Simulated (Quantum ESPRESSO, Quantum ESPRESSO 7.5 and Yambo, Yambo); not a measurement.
# Quasiparticle gap of SiC (Moissanite) in Yambo

How does a plane-wave GW calculation on SiC (Moissanite) run from the first input to the gap?

Main program and level: Quantum ESPRESSO 7.5 and Yambo 5.3.0; PBE and many-body steps on it, plane waves.

**The experiments to reproduce.**

- Gap 3.33 eV: band gap at cryogenic temperature; bulk crystal (literature value) (quoted in “Silicon carbide diodes for neutron detection”, 2020, arxiv:2009.14696).

**1. Starting point**

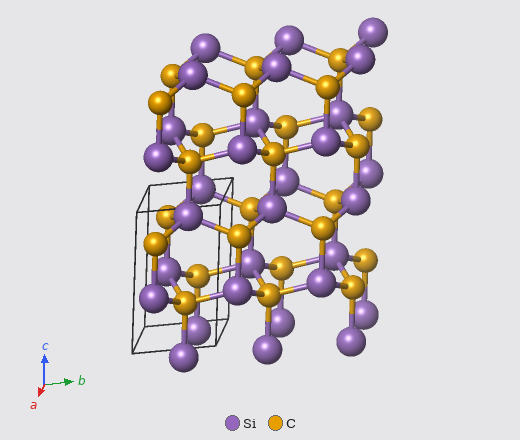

The cell as given, slightly off an axis (silicon purple, carbon orange). 2×3×2 cells are drawn. Some periodic images of atoms are drawn too.

The cell and positions come from the Crystallography Open Database and are kept as given unless a step says otherwise.

**2. Ground state**

This step: Quantum ESPRESSO 7.5; DFT, PBE, plane waves, norm-conserving pseudopotentials.

The ground-state density comes first.

File pw.in:

```
&control
  calculation = 'scf'
  prefix = 'x'
  outdir = 'o'
  pseudo_dir = 'pseudo'
/
&system
  ibrav = 0
  nat = 4
  ntyp = 2
  ecutwfc = 74.0
  nbnd = 14
  force_symmorphic = .true.
/
&electrons
  conv_thr = 1e-10
  electron_maxstep = 80
  mixing_beta = 0.5
/
ATOMIC_SPECIES
  Si 28.085 Si.upf
  C 12.011 C.upf
CELL_PARAMETERS angstrom
  3.0760000000 0.0000000000 0.0000000000
  -1.5380000000 2.6638941420 0.0000000000
  0.0000000000 0.0000000000 5.0480000000
ATOMIC_POSITIONS crystal
  Si 0.3333333333 0.6666666667 0.0000000000
  Si 0.6666666667 0.3333333333 0.5000000000
  C 0.3333333333 0.6666666667 0.3850000000
  C 0.6666666667 0.3333333333 0.8850000000
K_POINTS automatic
  6 6 4 0 0 0
```

On the command line:

```console
> OMP_NUM_THREADS=1 mpirun -n 8 pw.x -nk 8 -in pw.in > pw.out
```

What it wrote:

```text
Program PWSCF v.7.5 starts

     This program is part of the open-source Quantum ESPRESSO suite
     for quantum simulation of materials; please cite
         "P. Giannozzi et al., J. Phys.:Condens. Matter 21 395502 (2009);
         "P. Giannozzi et al., J. Phys.:Condens. Matter 29 465901 (2017);
         "P. Giannozzi et al., J. Chem. Phys. 152 154105 (2020);
     in publications or presentations arising from this work. More details at
     Message from routine setup:
     using ibrav=0 with symmetry is DISCOURAGED, use correct ibrav instead

     G-vector sticks info

     bravais-lattice index     =            0
     lattice parameter (alat)  =       5.8128  a.u.
     unit-cell volume          =     279.1382 (a.u.)^3
     number of atoms/cell      =            4
     number of atomic types    =            2
     number of electrons       =        16.00
     number of Kohn-Sham states=           14
     kinetic-energy cutoff     =      74.0000  Ry
     charge density cutoff     =     296.0000  Ry
     scf convergence threshold =      1.0E-10
     mixing beta               =       0.5000
     number of iterations used =            8  plain     mixing
     Exchange-correlation= PBE
                           (   1   4   3   4   0   0   0)

     celldm(1)=   5.812798  celldm(2)=   0.000000  celldm(3)=   0.000000
     celldm(4)=   0.000000  celldm(5)=   0.000000  celldm(6)=   0.000000

     crystal axes: (cart. coord. in units of alat)
               a(1) = (   1.000000   0.000000   0.000000 )
               a(2) = (  -0.500000   0.866025   0.000000 )
               a(3) = (   0.000000   0.000000   1.641092 )

     reciprocal axes: (cart. coord. in units 2 pi/alat)
               b(1) = (  1.000000  0.577350 -0.000000 )
               b(2) = (  0.000000  1.154701  0.000000 )
               b(3) = (  0.000000 -0.000000  0.609350 )
     Pseudo is Norm-conserving + core correction, Zval =  4.0
     Generated using ONCVPSP code by D. R. Hamann
     Using radial grid of 1510 points,  6 beta functions with:
     Pseudo is Norm-conserving + core correction, Zval =  4.0
     Generated using ONCVPSP code by D. R. Hamann
     Using radial grid of 1248 points,  4 beta functions with:
     Si                4.00    28.08500     Si( 1.00)
     C                 4.00    12.01100     C ( 1.00)

      6 Sym. Ops. (no inversion) found

   Cartesian axes

     site n.     atom                  positions (alat units)
         1        Si     tau(   1) = (  -0.0000000   0.5773503   0.0000000  )
         2        Si     tau(   2) = (   0.5000000   0.2886751   0.8205462  )
         3        C      tau(   3) = (  -0.0000000   0.5773503   0.6318205  )
         4        C      tau(   4) = (   0.5000000   0.2886751   1.4523667  )

     number of k points=    24
                       cart. coord. in units 2pi/alat
        k(    1) = (   0.0000000   0.0000000   0.0000000), wk =   0.0138889
        k(    2) = (   0.0000000   0.0000000   0.1523376), wk =   0.0277778
        k(    3) = (   0.0000000   0.0000000  -0.3046751), wk =   0.0138889
        k(    4) = (   0.0000000   0.1924501   0.0000000), wk =   0.0833333
        k(    5) = (   0.0000000   0.1924501   0.1523376), wk =   0.0833333
        k(    6) = (   0.0000000   0.1924501  -0.3046751), wk =   0.0833333
        k(    7) = (   0.0000000   0.3849002   0.0000000), wk =   0.0833333
        k(    8) = (   0.0000000   0.3849002   0.1523376), wk =   0.0833333
        k(    9) = (   0.0000000   0.3849002  -0.3046751), wk =   0.0833333
        k(   10) = (   0.0000000  -0.5773503   0.0000000), wk =   0.0416667
     [... 12 further rows ...]
        k(   23) = (   0.0000000  -0.3849002   0.1523376), wk =   0.0833333
        k(   24) = (  -0.1666667  -0.4811252   0.1523376), wk =   0.1666667

     Dense  grid:    23969 G-vectors     FFT dimensions: (  32,  32,  54)

     Initial potential from superposition of free atoms

     starting charge      15.9987, renormalised to      16.0000
     Starting wfcs are   16 randomized atomic wfcs

     per-process dynamical memory:    21.6 Mb

     Self-consistent Calculation

     iteration #  1     ecut=    74.00 Ry     beta= 0.50

     total energy              =     -40.85996350 Ry
     estimated scf accuracy    <       0.88100873 Ry

     iteration #  2     ecut=    74.00 Ry     beta= 0.50

     total energy              =     -41.07134589 Ry
     estimated scf accuracy    <       0.04142851 Ry

     iteration #  3     ecut=    74.00 Ry     beta= 0.50

     total energy              =     -41.07444928 Ry
     estimated scf accuracy    <       0.00699374 Ry

     iteration #  4     ecut=    74.00 Ry     beta= 0.50

     total energy              =     -41.07486745 Ry
     estimated scf accuracy    <       0.00172898 Ry

     iteration #  5     ecut=    74.00 Ry     beta= 0.50

     total energy              =     -41.07530640 Ry
     estimated scf accuracy    <       0.00009421 Ry

     iteration #  6     ecut=    74.00 Ry     beta= 0.50

     total energy              =     -41.07532663 Ry
     estimated scf accuracy    <       0.00000018 Ry

     iteration #  7     ecut=    74.00 Ry     beta= 0.50

     total energy              =     -41.07532719 Ry
     estimated scf accuracy    <       0.00000043 Ry

     iteration #  8     ecut=    74.00 Ry     beta= 0.50

     total energy              =     -41.07532720 Ry
     estimated scf accuracy    <       0.00000006 Ry

     iteration #  9     ecut=    74.00 Ry     beta= 0.50

     total energy              =     -41.07532721 Ry
     estimated scf accuracy    <          2.8E-09 Ry

     iteration # 10     ecut=    74.00 Ry     beta= 0.50

     End of self-consistent calculation

          k = 0.0000 0.0000 0.0000 (  2997 PWs)   bands (ev):

    -5.9300  -2.4275   1.0996   8.2435   8.2435   9.5260   9.5260   9.8010
    14.4205  15.8195  16.3100  16.3100  17.3509  18.5045

          k = 0.0000 0.0000 0.1523 (  2966 PWs)   bands (ev):

    -5.6270  -3.4066   2.5799   8.2285   8.4081   8.4081   9.3116   9.3116
    14.7011  16.4296  16.4296  16.6470  16.9834  17.9139

          k = 0.0000 0.0000-0.3047 (  2978 PWs)   bands (ev):

    -4.7423  -4.7423   5.3411   5.3411   8.8348   8.8348   8.8348   8.8348
    15.5073  15.5073  16.9756  16.9756  16.9756  16.9756

          k = 0.0000 0.1925 0.0000 (  2982 PWs)   bands (ev):

     [... further k-points ...]

     highest occupied, lowest unoccupied level (ev):     9.8010   12.1304

!    total energy              =     -41.07532721 Ry
     estimated scf accuracy    <          7.7E-11 Ry

     The total energy is the sum of the following terms:
     one-electron contribution =      11.08998463 Ry
     hartree contribution      =       4.75017865 Ry
     xc contribution           =     -15.12630128 Ry
     ewald contribution        =     -41.78918921 Ry

     convergence has been achieved in  10 iterations

     XML data file, charge density, pseudopotentials, collected wavefunctions

=------------------------------------------------------------------------------=
   JOB DONE.
=------------------------------------------------------------------------------=
```

It took 3.6 s on 8 MPI ranks of Intel Xeon Platinum 8488C (Sapphire Rapids), shared host; peak memory 0.49 GiB.

Numbers from this step:

```
total energy               : -558.8583 eV
gap                        : 2.329 eV
k of the valence top       : 0, 0, 0
k of the conduction bottom : 0.3333, 0.3333, 0
least direct gap           : 4.083 eV
```

The gap is indirect, with the least direct gap 1.75 eV higher.

**3. Bands along the symmetry lines**

Levels along a band path, at the cheap level, show where the edges lie and whether the meshes to come will hold them.

File pw.in:

```
&control
  calculation = 'bands'
  prefix = 'x'
  outdir = 'o'
  pseudo_dir = 'pseudo'
/
&system
  ibrav = 0
  nat = 4
  ntyp = 2
  ecutwfc = 74.0
  nbnd = 14
  force_symmorphic = .true.
/
&electrons
  conv_thr = 1e-9
  electron_maxstep = 80
  diago_full_acc = .true.
  diago_thr_init = 5e-6
/
ATOMIC_SPECIES
  Si 28.085 Si.upf
  C 12.011 C.upf
CELL_PARAMETERS angstrom
  3.0760000000 0.0000000000 0.0000000000
  -1.5380000000 2.6638941420 0.0000000000
  0.0000000000 0.0000000000 5.0480000000
ATOMIC_POSITIONS crystal
  Si 0.3333333333 0.6666666667 0.0000000000
  Si 0.6666666667 0.3333333333 0.5000000000
  C 0.3333333333 0.6666666667 0.3850000000
  C 0.6666666667 0.3333333333 0.8850000000
K_POINTS crystal
  75
  0.00000000 0.00000000 0.00000000 1
  0.06250000 0.00000000 0.00000000 1
  0.12500000 0.00000000 0.00000000 1
  0.18750000 0.00000000 0.00000000 1
  0.25000000 0.00000000 0.00000000 1
  0.31250000 0.00000000 0.00000000 1
  0.37500000 0.00000000 0.00000000 1
  0.43750000 0.00000000 0.00000000 1
  0.50000000 0.00000000 0.00000000 1
  0.47916667 0.04166667 0.00000000 1
  0.45833333 0.08333333 0.00000000 1
  0.43750000 0.12500000 0.00000000 1
  0.41666666 0.16666666 0.00000000 1
  0.39583333 0.20833333 0.00000000 1
  0.37500000 0.25000000 0.00000000 1
  0.35416666 0.29166666 0.00000000 1
  0.33333333 0.33333333 0.00000000 1
  0.29166666 0.29166666 0.00000000 1
  0.25000000 0.25000000 0.00000000 1
  0.20833333 0.20833333 0.00000000 1
  0.16666666 0.16666666 0.00000000 1
  0.12500000 0.12500000 0.00000000 1
  0.08333333 0.08333333 0.00000000 1
  0.04166667 0.04166667 0.00000000 1
  0.00000000 0.00000000 0.00000000 1
  0.00000000 0.00000000 0.06250000 1
  0.00000000 0.00000000 0.12500000 1
  0.00000000 0.00000000 0.18750000 1
  0.00000000 0.00000000 0.25000000 1
  0.00000000 0.00000000 0.31250000 1
  0.00000000 0.00000000 0.37500000 1
  0.00000000 0.00000000 0.43750000 1
  0.00000000 0.00000000 0.50000000 1
  0.06250000 0.00000000 0.50000000 1
  0.12500000 0.00000000 0.50000000 1
  0.18750000 0.00000000 0.50000000 1
  0.25000000 0.00000000 0.50000000 1
  0.31250000 0.00000000 0.50000000 1
  0.37500000 0.00000000 0.50000000 1
  0.43750000 0.00000000 0.50000000 1
  0.50000000 0.00000000 0.50000000 1
  0.47916667 0.04166667 0.50000000 1
  0.45833333 0.08333333 0.50000000 1
  0.43750000 0.12500000 0.50000000 1
  0.41666666 0.16666666 0.50000000 1
  0.39583333 0.20833333 0.50000000 1
  0.37500000 0.25000000 0.50000000 1
  0.35416666 0.29166666 0.50000000 1
  0.33333333 0.33333333 0.50000000 1
  0.29166666 0.29166666 0.50000000 1
  0.25000000 0.25000000 0.50000000 1
  0.20833333 0.20833333 0.50000000 1
  0.16666666 0.16666666 0.50000000 1
  0.12500000 0.12500000 0.50000000 1
  0.08333333 0.08333333 0.50000000 1
  0.04166667 0.04166667 0.50000000 1
  0.00000000 0.00000000 0.50000000 1
  0.50000000 0.00000000 0.50000000 1
  0.50000000 0.00000000 0.43750000 1
  0.50000000 0.00000000 0.37500000 1
  0.50000000 0.00000000 0.31250000 1
  0.50000000 0.00000000 0.25000000 1
  0.50000000 0.00000000 0.18750000 1
  0.50000000 0.00000000 0.12500000 1
  0.50000000 0.00000000 0.06250000 1
  0.50000000 -0.00000000 0.00000000 1
  0.33333333 0.33333333 0.50000000 1
  0.33333333 0.33333333 0.43750000 1
  0.33333333 0.33333333 0.37500000 1
  0.33333333 0.33333333 0.31250000 1
  0.33333333 0.33333333 0.25000000 1
  0.33333333 0.33333333 0.18750000 1
  0.33333333 0.33333333 0.12500000 1
  0.33333333 0.33333333 0.06250000 1
  0.33333333 0.33333333 0.00000000 1
```

What it wrote:

```text
[banner, memory and clock lines left out]
Program PWSCF v.7.5 starts

     Atomic positions and unit cell read from directory:
     o/x.save/

     Message from routine setup:
     using ibrav=0 with symmetry is DISCOURAGED, use correct ibrav instead

     G-vector sticks info

     bravais-lattice index     =            0
     lattice parameter (alat)  =       5.8128  a.u.
     unit-cell volume          =     279.1382 (a.u.)^3
     number of atoms/cell      =            4
     number of atomic types    =            2
     number of electrons       =        16.00
     number of Kohn-Sham states=           14
     kinetic-energy cutoff     =      74.0000  Ry
     charge density cutoff     =     296.0000  Ry
     Exchange-correlation= PBE
                           (   1   4   3   4   0   0   0)

     celldm(1)=   5.812798  celldm(2)=   0.000000  celldm(3)=   0.000000
     celldm(4)=   0.000000  celldm(5)=   0.000000  celldm(6)=   0.000000

     crystal axes: (cart. coord. in units of alat)
               a(1) = (   1.000000   0.000000   0.000000 )
               a(2) = (  -0.500000   0.866025   0.000000 )
               a(3) = (   0.000000   0.000000   1.641092 )

     reciprocal axes: (cart. coord. in units 2 pi/alat)
               b(1) = (  1.000000  0.577350 -0.000000 )
               b(2) = (  0.000000  1.154701  0.000000 )
               b(3) = (  0.000000 -0.000000  0.609350 )
     Pseudo is Norm-conserving + core correction, Zval =  4.0
     Generated using ONCVPSP code by D. R. Hamann
     Using radial grid of 1510 points,  6 beta functions with:
     Pseudo is Norm-conserving + core correction, Zval =  4.0
     Generated using ONCVPSP code by D. R. Hamann
     Using radial grid of 1248 points,  4 beta functions with:
     Si                4.00    28.08500     Si( 1.00)
     C                 4.00    12.01100     C ( 1.00)

      6 Sym. Ops. (no inversion) found

   Cartesian axes

     site n.     atom                  positions (alat units)
         1        Si     tau(   1) = (  -0.0000000   0.5773503   0.0000000  )
         2        Si     tau(   2) = (   0.5000000   0.2886751   0.8205462  )
         3        C      tau(   3) = (  -0.0000000   0.5773503   0.6318205  )
         4        C      tau(   4) = (   0.5000000   0.2886751   1.4523667  )

     number of k points=    75
                       cart. coord. in units 2pi/alat
        k(    1) = (   0.0000000   0.0000000   0.0000000), wk =   0.0266667
        k(    2) = (   0.0625000   0.0360844   0.0000000), wk =   0.0266667
        k(    3) = (   0.1250000   0.0721688   0.0000000), wk =   0.0266667
[...]
[... 63 further rows ...]
        k(   74) = (   0.3333333   0.5773503   0.0380844), wk =   0.0266667
        k(   75) = (   0.3333333   0.5773503   0.0000000), wk =   0.0266667

     Dense  grid:    23969 G-vectors     FFT dimensions: (  32,  32,  54)

     The potential is recalculated from file :
     o/x.save/charge-density

     Starting wfcs are   16 randomized atomic wfcs

     Band Structure Calculation

     End of band structure calculation

          k = 0.0000 0.0000 0.0000 (  2997 PWs)   bands (ev):

    -5.9300  -2.4275   1.0996   8.2435   8.2435   9.5260   9.5260   9.8010
    14.4205  15.8196  16.3100  16.3100  17.3509  18.5045

          k = 0.0625 0.0361 0.0000 (  2985 PWs)   bands (ev):

    -5.8621  -2.3690   1.1629   7.8448   8.1222   9.2656   9.4873   9.7538
    14.6900  15.8383  16.2535  16.4669  17.4765  18.3482

          k = 0.1250 0.0722 0.0000 (  2974 PWs)   bands (ev):

    -5.6593  -2.1961   1.3503   6.8758   7.8162   8.5739   9.3601   9.6031
    14.8380  16.0240  16.4508  16.8803  17.2931  18.4282

[...]
k = 0.3333 0.5774 0.0381 (  2997 PWs)   bands (ev):

    -1.4098  -1.4098   2.8792   3.2116   3.2116   5.6325   5.8673   5.8673
    12.2136  17.7724  18.1065  18.1065  19.3723  19.3723

          k = 0.3333 0.5774 0.0000 (  3012 PWs)   bands (ev):

    -1.4194  -1.4194   2.8614   3.2949   3.2949   5.6809   5.7593   5.7593
    12.1304  17.7853  18.4467  18.4467  19.1816  19.1816

     XML data file, pseudopotentials, collected wavefunctions
```

It took 3.5 s on 8 MPI ranks; peak memory 0.47 GiB.

Numbers from this step:

```
gap                        : 2.329 eV
k of the valence top       : 0, 0, 0
k of the conduction bottom : 0.3333, 0.3333, 0
least direct gap           : 4.083 eV
```

The gap is 2.329 eV, as in the run before at this level.

Electronic bands along the path, in eV, zero at the top of the highest filled band; v1 is the highest filled band, c1 the lowest empty one:

```tsv
point	v4	v3	v2	v1	c1	c2	c3	c4
Γ	-1.56	-0.28	-0.28	0.00	4.62	6.02	6.51	6.51
M	-5.44	-3.55	-3.26	-1.49	2.60	4.20	6.75	7.21
K	-6.51	-4.12	-4.04	-4.04	2.33	7.98	8.65	8.65
Γ	-1.56	-0.28	-0.28	0.00	4.62	6.02	6.51	6.51
A	-0.97	-0.97	-0.97	-0.97	5.71	5.71	7.17	7.17
L	-2.69	-2.69	-2.34	-2.34	3.17	3.17	5.00	5.00
H	-5.86	-5.86	-1.75	-1.75	4.82	4.82	5.97	5.97
A	-0.97	-0.97	-0.97	-0.97	5.71	5.71	7.17	7.17
jump to L	-2.69	-2.69	-2.34	-2.34	3.17	3.17	5.00	5.00
M	-5.44	-3.55	-3.26	-1.49	2.60	4.20	6.75	7.21
jump to H	-5.86	-5.86	-1.75	-1.75	4.82	4.82	5.97	5.97
K	-6.51	-4.12	-4.04	-4.04	2.33	7.98	8.65	8.65
```

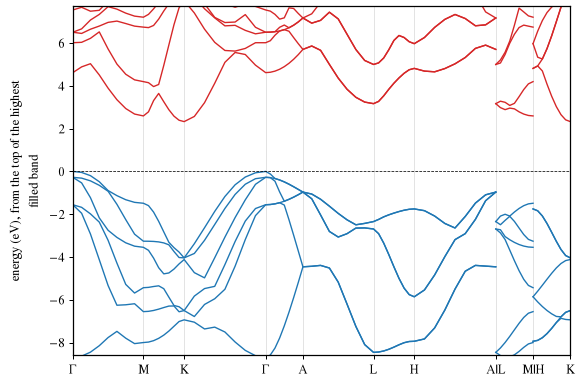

Electronic bands along the path; lines of filled and empty bands in two colours.

(Continued in part 2 of 3.)

[Paths, hosts, dates, memory and timing lines, banners, echoed tables and standing remarks are left out of the program output.]

[Logs are printed without paths, hosts, clocks, repeated set-up lines and the standing remarks that a program may print on its own settings, such as how far it seeks lower states.]

[Runs of the session that timed out or met a known fault of the program may be left out.]

[Hosts, paths, dates, database ids (printed as entryN), source tags and the programs' standing remarks are cut or masked in the printed files.]
